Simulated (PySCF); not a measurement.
C3H9AsOSi2

```yaml
atoms:
  - { symbol: C, position_ang: [-1.2161, -1.1202, 1.6514] }
  - { symbol: C, position_ang: [-0.7854, -0.4667, 0.5770] }
  - { symbol: Si, position_ang: [-1.9540, 0.0322, -0.8292] }
  - { symbol: Si, position_ang: [1.0299, 0.0685, 0.4178] }
  - { symbol: As, position_ang: [1.2643, 2.1969, -0.4779] }
  - { symbol: C, position_ang: [1.7479, -0.8665, -1.1059] }
  - { symbol: O, position_ang: [2.0439, -0.2262, -2.0863] }
  - { symbol: H, position_ang: [-2.2481, -1.4183, 1.7678] }
  - { symbol: H, position_ang: [-0.5625, -1.3906, 2.4678] }
  - { symbol: H, position_ang: [-1.4477, -0.5270, -2.0865] }
  - { symbol: H, position_ang: [-3.2929, -0.4886, -0.5434] }
  - { symbol: H, position_ang: [-1.9816, 1.5020, -0.9000] }
  - { symbol: H, position_ang: [1.7745, -0.4325, 1.5950] }
  - { symbol: H, position_ang: [2.7295, 2.2193, -0.1749] }
  - { symbol: H, position_ang: [0.9980, 2.8918, 0.8319] }
  - { symbol: H, position_ang: [1.8926, -1.9650, -1.1161] }
```

Geometry: GFN2-xTB.

The calculation used CAM-B3LYP/def2-SVPD, SCF density, gas phase (PySCF 2.14.0).

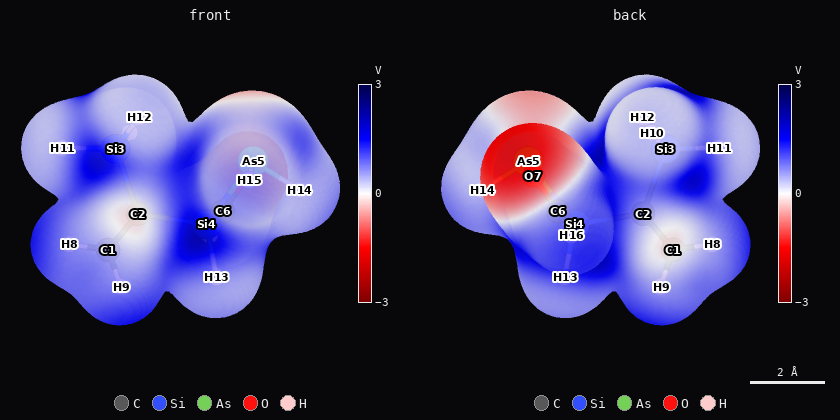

Figure 1. The electrostatic potential painted on the density surface at 0.004 e/bohr³, seen from the front and from behind; the colour scale runs from red (negative) to blue (positive).

Question: Where is the surface potential most negative and most positive?

Answer: The most negative region (about −1.7 V) lies over O7, the most positive (about +2.1 V) over Si3 and Si4. O7 is the likeliest acceptor of a hydrogen bond.

Question: What dipole moment does the calculation give?

Answer: Its dipole moment is 2.99 D.

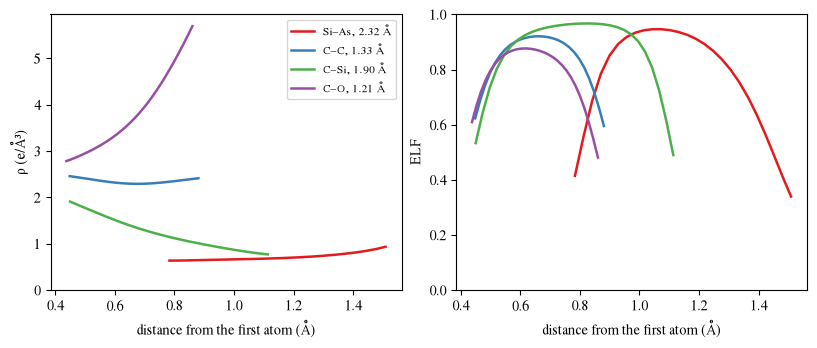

Figure 2. Total electron density and electron localisation function along straight lines between neighbouring atoms. The curves leave out the atomic cores.

Question: What can be read from the curves?

Answer: Si–As (2.32 Å): the density is about 0.69 e/Å³ at the midpoint; the ELF peaks at about 0.95 between the atoms: localised, covalent bonding.
C–C (1.33 Å): ρ at the midpoint is about 2.3 e/Å³; the ELF peaks at about 0.90 between the atoms: a multiple bond.
C–Si (1.90 Å): ρ is about 0.93 e/Å³ halfway; the ELF peaks at about 0.95 between the atoms: localised, covalent bonding.
C–O (1.21 Å): ρ is about 3.3 e/Å³ halfway; the ELF peaks at about 0.90 between the atoms: a multiple bond.
